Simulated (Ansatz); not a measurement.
**C2H4FGa (SMILES C=[CH][GaH][F]): PBE/cc-pVDZ**

Aim: the vertical singlet–triplet gap of C2H4FGa at PBE/cc-pVDZ, from 2 runs. 

The calculation is run with Ansatz 0.2.0.

67 further runs of the same task are left out: 2 that didn't finish, 65 set aside as unsound or not needed.

## (1) The structure to begin with

C2H4FGa: 8 atoms, total charge 0, spin state singlet. SMILES: `C=[CH][GaH][F]`. The shape is that of a PBE0-D4/def2-TZVP optimisation. This is one conformer, not always the lowest.

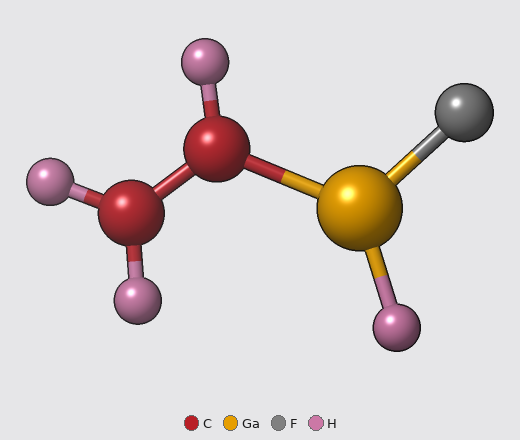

The structure, seen from a chosen angle (carbon red, gallium amber, fluorine grey, hydrogen pink).

## (2) The energy at PBE/cc-pVDZ

molecule.yaml

```yaml
crystal:
  periodic: [false, false, false]
  atoms:
    - {symbol: C, position_ang: [-0.837100, 1.175400, 0.060900]}
    - {symbol: C, position_ang: [0.342600, 0.569500, -0.065000]}
    - {symbol: Ga, position_ang: [0.481700, -1.360200, -0.007600]}
    - {symbol: F, position_ang: [2.110500, -2.006100, -0.199600]}
    - {symbol: H, position_ang: [-1.762100, 0.620500, 0.200100]}
    - {symbol: H, position_ang: [-0.941100, 2.257800, 0.031600]}
    - {symbol: H, position_ang: [1.232300, 1.179600, -0.202300]}
    - {symbol: H, position_ang: [-0.626900, -2.436700, 0.182000]}
basis:
  gaussian: {orbitals: cc-pVDZ}
hamiltonian: {xc: pbe}
accuracy: high
output: {orbitals: {seedname: orbitals}}
```

Started as:

```
$ ansatz run molecule.yaml --threads 1 --pin off --max-ram 3480MiB --events-out events.jsonl --progress --plain --runs-dir runs
```

The program printed:

```text
Warning: RAYON_NUM_THREADS=1 ignored (pool sized by the plan → 1); use --threads N
Functional definition: PBE
  name "PBE"
  parameter kappa = 0.804
  parameter beta = 0.06672455060314922
  exchange = pbe_x(kappa = kappa, mu = beta*pi^2/3)
  correlation = pbe_c(beta = beta)
2037 factors; integrals over basis functions are off by at most 4.6e-9 eV
mean field evaluation 1: about -57210.7306 eV, gradient 6.2e1 eV
mean field evaluation 2: about -57179.7020 eV, gradient 1.3e2 eV
mean field evaluation 4: about -57219.5250 eV, gradient 1.4e1 eV
mean field evaluation 8: about -57219.9468 eV, gradient 2.7e-1 eV
mean field evaluation 16: about -57219.9352 eV, gradient 1.1e-5 eV
mean field -57219.93515492 eV, -2102.7938318784 hartree, gradient 6.2e-8 eV, S^2 0.000000; 0 other end points of the search recorded, 0 dependent functions left out
reference -57219.93515897 eV, -2102.7938320272 hartree; 28, 28 occupied and 61, 61 virtual orbitals, 2037 factors
Total energy: -57219.93515897 eV, -2102.7938320272 hartree
```

Wall time 8.1 s (1 thread of Arm Neoverse V1, shared host); peak memory 0.23 GiB.

## (3) The triplet

run.yaml

```yaml
crystal:
  periodic: [false, false, false]
  atoms:
    - {symbol: C, position_ang: [-0.837100, 1.175400, 0.060900]}
    - {symbol: C, position_ang: [0.342600, 0.569500, -0.065000]}
    - {symbol: Ga, position_ang: [0.481700, -1.360200, -0.007600]}
    - {symbol: F, position_ang: [2.110500, -2.006100, -0.199600]}
    - {symbol: H, position_ang: [-1.762100, 0.620500, 0.200100]}
    - {symbol: H, position_ang: [-0.941100, 2.257800, 0.031600]}
    - {symbol: H, position_ang: [1.232300, 1.179600, -0.202300]}
    - {symbol: H, position_ang: [-0.626900, -2.436700, 0.182000]}
basis:
  gaussian: {orbitals: cc-pVDZ}
total_charge: 0
magnetization: {spin_polarized: true, initial_magnetization: 2}
hamiltonian: {xc: pbe}
accuracy: high
output: {orbitals: {seedname: orbitals}}
```

Started as:

```
$ ansatz run run.yaml --threads 1 --pin off --max-ram 3480MiB --events-out events.jsonl --progress --plain --runs-dir runs
```

The program printed, shortened:

```text
Warning: RAYON_NUM_THREADS=1 ignored (pool sized by the plan → 1); use --threads N
[... 6 set-up lines as earlier in the session ...]
2037 factors; integrals over basis functions are off by at most 4.6e-9 eV
mean field evaluation 1: about -57196.5696 eV, gradient 5.5e1 eV
mean field evaluation 2: about -56993.7971 eV, gradient 1.4e2 eV
mean field evaluation 4: about -57205.2901 eV, gradient 4.5e1 eV
mean field evaluation 8: about -57215.7229 eV, gradient 2.2e0 eV
mean field evaluation 16: about -57215.7511 eV, gradient 9.5e-4 eV
mean field evaluation 32: about -57215.7511 eV, gradient 6.2e-8 eV
mean field evaluation 64: about -57215.4952 eV, gradient 7.4e-2 eV
mean field -57215.75114356 eV, -2102.6400722969 hartree, gradient 6.2e-8 eV, S^2 2.005348; 6 other end points of the search recorded, 0 dependent functions left out
reference -57215.75114761 eV, -2102.6400724457 hartree; 29, 27 occupied and 60, 62 virtual orbitals, 2037 factors
Total energy: -57215.75114761 eV, -2102.6400724457 hartree
```

It took 35 s on 1 thread of Arm Neoverse V1, shared host; peak memory 0.31 GiB.

## (4) Outcome

At PBE/cc-pVDZ:

| quantity | value |
| --- | --- |
| singlet: total energy | -2102.79383 Eh |
| singlet: HOMO energy | -6.91 eV |
| singlet: LUMO energy | -2.37 eV |
| singlet: HOMO–LUMO gap | 4.54 eV |
| triplet: total energy | -2102.64007 Eh |
| triplet: HOMO energy (highest over α and β) | -3.38 eV |
| triplet: ⟨S²⟩ | 2.005 |
| vertical energy of the triplet above the singlet | 4.184 eV |

**Reading.** At this shape the triplet lies 4.18 eV (96 kcal/mol) above the singlet.
